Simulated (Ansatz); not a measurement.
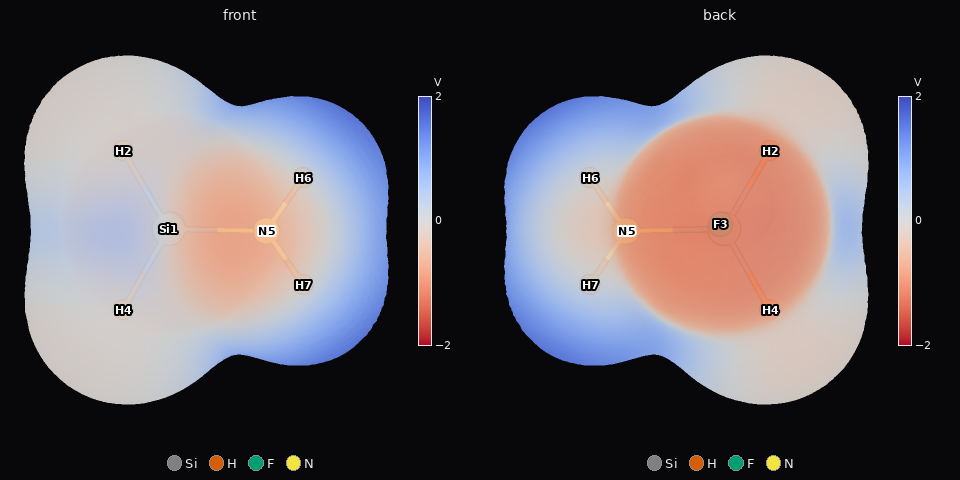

Figure 1: FH4NSi. The electrostatic potential painted on the density surface at 0.001 e/bohr³, seen from the front and from behind; red is negative and blue positive.

The calculation used RKS r2SCAN/def2-SVP (Ansatz).

Input

```
crystal:
  periodic: [false, false, false]
  atoms:
    - { symbol: Si, position_ang: [0.098781, -0.055628, 0.123368] }
    - { symbol: H, position_ang: [0.16209, 0.04207, 1.572742] }
    - { symbol: F, position_ang: [1.695806, -0.171544, 0.055803] }
    - { symbol: H, position_ang: [-0.359699, 1.134174, -0.634566] }
    - { symbol: "N", position_ang: [-0.801514, -1.378447, -0.461084] }
    - { symbol: H, position_ang: [-0.770082, -2.306848, -0.053751] }
    - { symbol: H, position_ang: [-1.165882, -1.393278, -1.408013] }
basis:
  gaussian: { orbitals: def2-SVP }
hamiltonian:
  xc: r2scan
relax:
  f_tol: 0.03
  max_steps: 50
output:
  orbitals: {}
```

Command:

```sh
ansatz run input.yaml --threads 2 --pin off --max-ram 3072MiB --backend cpu --events-out ev --progress --plain --runs-dir out
```

The fields are those of the run's last geometry, not of the input's.

### Describe the electrostatic potential map.

The most negative region (about −1.2 V) lies over F3, the most positive (about +1.5 V) over H6 and H7.
